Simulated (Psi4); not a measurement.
# [GeH3]− (SMILES [GeH3-]) at MP3/6-31G(d,p) (Cartesian functions)

We compute a structure relaxation of [GeH3]−. 

The results are computed with Psi4 1.11.

2 further runs of the same task are left out: 1 that didn't finish, 1 set aside as unsound or not needed.

### 1 Starting point

[GeH3]−: 4 atoms, total charge -1, spin state singlet. SMILES: `[GeH3-]`. Geometry: a GFN2-xTB relaxation, a rough one for these elements and not checked as a minimum. The run starts from this shape.

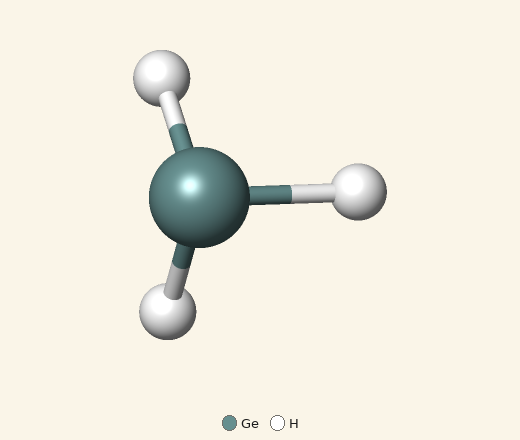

Viewed from a chosen angle; germanium teal, hydrogen white.

### 2 A structure relaxation at MP3/6-31G(d,p) (Cartesian functions)

input.inp reads:

```
memory 1600 MB

molecule system {
  -1 1
  Ge     0.468920    -0.274960    -0.542070
  H      0.935040     0.154290     1.089240
  H     -0.940860    -1.090590     0.102250
  H     -0.463100     1.211260    -0.649430
  units angstrom
  symmetry c1
  no_reorient
  no_com
}

set basis 6-31G**
set mp_type conv
set scf_type pk
set geom_maxiter 40
set g_convergence turbomole

optimize("mp3")
```

Launch:

```sh
psi4 -i input.inp -o input.out -n 1
```

What values should one expect? Wanted: total energy at the end; HOMO energy; LUMO energy; HOMO–LUMO gap; correlation energy.

Answer, from the run:

Level: MP3/6-31G** (Cartesian functions).

| quantity | value |
| --- | --- |
| total energy at the end | -2077.11356 Eh |
| HOMO energy (Hartree–Fock orbitals) | -1.72 eV |
| LUMO energy (Hartree–Fock orbitals) | 9.50 eV |
| HOMO–LUMO gap (to an unbound level, set by the basis) | 11.22 eV |
| correlation energy | -325.7 mEh |

At the final geometry: Bond lengths: Ge1–H2 1.596 Å, Ge1–H3 1.596 Å, Ge1–H4 1.596 Å. Angles: H2–Ge1–H3 93.6°, H2–Ge1–H4 93.6°, H3–Ge1–H4 93.6°. The optimisation took 10 steps and changed the energy by -0.387 eV.
